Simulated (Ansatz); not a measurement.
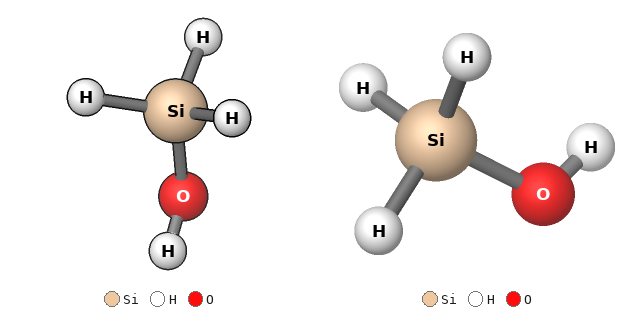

Both panels show the same species.

Computed geometry: PBE0-D4/def2-TZVP optimisation.

Count the atoms of each element.

H4OSi, 6 atoms: 4 hydrogen, 1 oxygen and 1 silicon.

How many atoms are distinct by symmetry?

5: 1 Si, 2 H, 1 H, 1 O, 1 H.

The parts below concern this one geometry. Atoms keep their numbers from picture to picture.

## Geometry

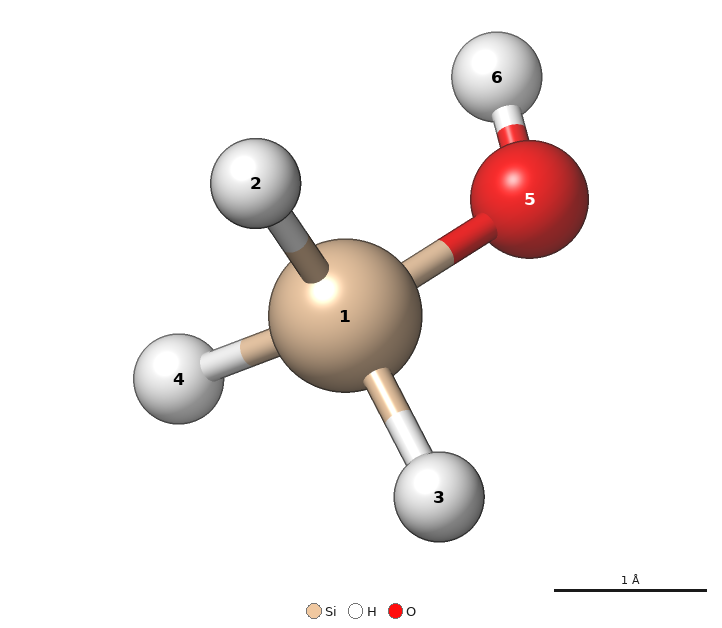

Estimate the angles H2–Si1–H4, H2–Si1–H3, H3–Si1–O5, H2–Si1–O5, Si1–O5–H6.

```tsv
angle	degrees
H2–Si1–H4	107.9
H2–Si1–H3	109.9
H3–Si1–O5	105.9
H2–Si1–O5	111.7
Si1–O5–H6	117.9
```

## Electronic properties

Properties computed with RKS PBE0-D4/def2-TZVPP (Ansatz 0.2.0).

Give the HOMO energy (Kohn–Sham orbital) at this level.

−8.73 eV.

Estimate the HOMO–LUMO gap.

8.77 eV.

## Vibrations

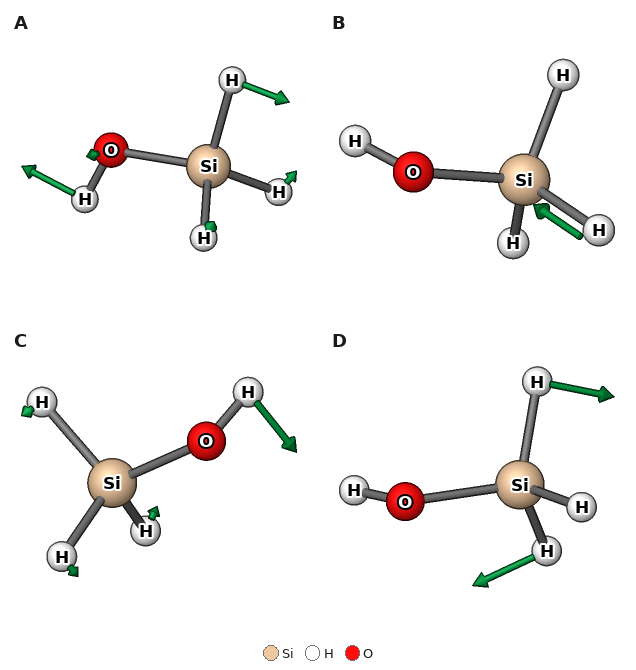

4 normal modes of one molecule or complex, as arrows. Harmonic vibrations computed with RKS PBE0-D4/def2-TZVP (Ansatz 0.2.0) at a stationary point of the same level.

Match the panels to the wavenumbers 197 cm⁻¹, 719 cm⁻¹, 908 cm⁻¹, 2261 cm⁻¹.

A: 908 cm⁻¹
B: 2261 cm⁻¹, Si–H stretching
C: 197 cm⁻¹, a torsion or out-of-plane motion in which bond lengths and bond angles hardly change
D: 719 cm⁻¹, H–Si–O bending

## Dipole moment

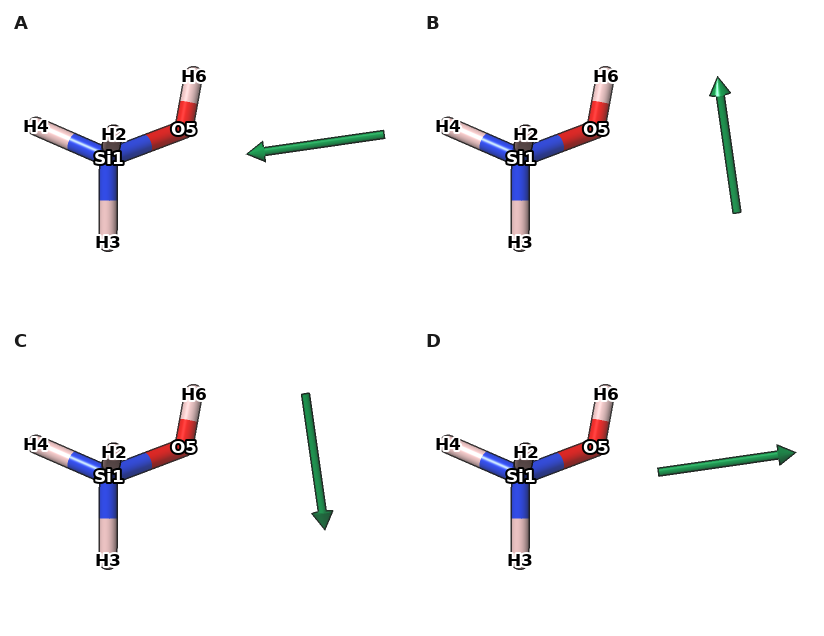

The same molecule four times, each with an arrow. Level of theory: RKS PBE0-D4/def2-TZVP (Ansatz 0.2.0).

Which arrow points along the dipole moment, from the negative to the positive end?

B. The dipole moment is 1.36 D; it points from the side of H3 to the side of H6 (the outermost atoms at the two ends).
